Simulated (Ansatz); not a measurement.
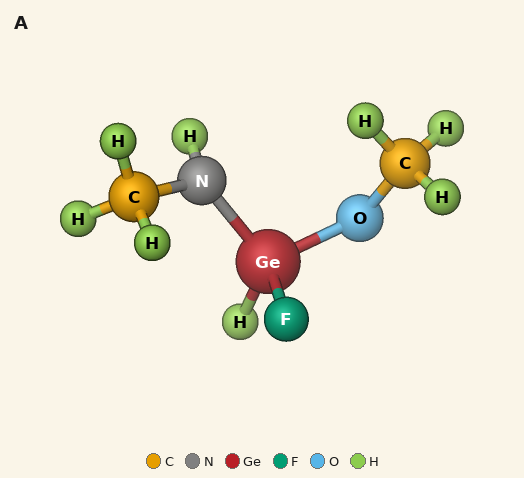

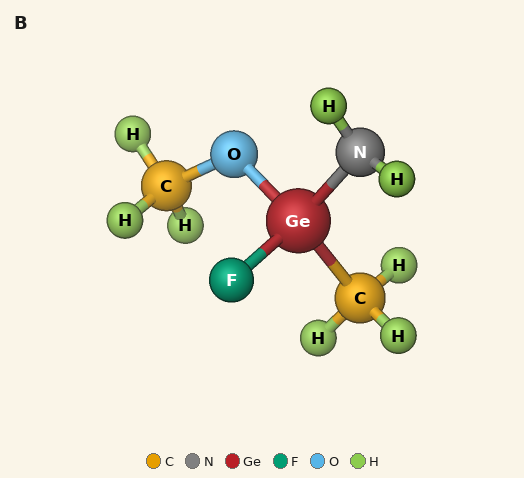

2 stationary structures of one formula. Geometries: PBE0-D4/def2-TZVP. Electronic energies: CCSD(T)/CBS (MP2 limit from def2-TZVPP and def2-QZVPP plus CCSD(T) − MP2) (Ansatz 0.2.0), without zero-point energy. No frequency run is at hand to confirm each as a minimum. Each is one conformer, not always the lowest.

Which is lowest in energy, and by how much?

B is lowest; A lies 92.5 kJ/mol above it. A is `C[NH][Ge@H]([F])[O]C`, B is `C[O][Ge@@]([CH3])([NH2])[F]`.

Give E(B) − E(A) in kJ/mol at these levels too: r2SCAN-D4/def2-TZVPP; RHF-MP2 (frozen core)/def2-QZVPP; ωB97X-V/def2-TZVPP; B3LYP-D4/def2-TZVPP; B2PLYP (frozen core)/def2-TZVPP; PBE0-D4/def2-TZVPP; PBE-D4/def2-TZVPP; CCSD(T)/CBS (MP2 limit from def2-TZVPP and def2-QZVPP plus CCSD(T) − MP2).

| level | E(B) − E(A) (kJ/mol) |
| --- | --- |
| r2SCAN-D4/def2-TZVPP | −91.5 |
| RHF-MP2 (frozen core)/def2-QZVPP | −95.9 |
| ωB97X-V/def2-TZVPP | −86.4 |
| B3LYP-D4/def2-TZVPP | −85.9 |
| B2PLYP (frozen core)/def2-TZVPP | −88.7 |
| PBE0-D4/def2-TZVPP | −88.2 |
| PBE-D4/def2-TZVPP | −86.4 |
| CCSD(T)/CBS (MP2 limit from def2-TZVPP and def2-QZVPP plus CCSD(T) − MP2) | −92.5 |
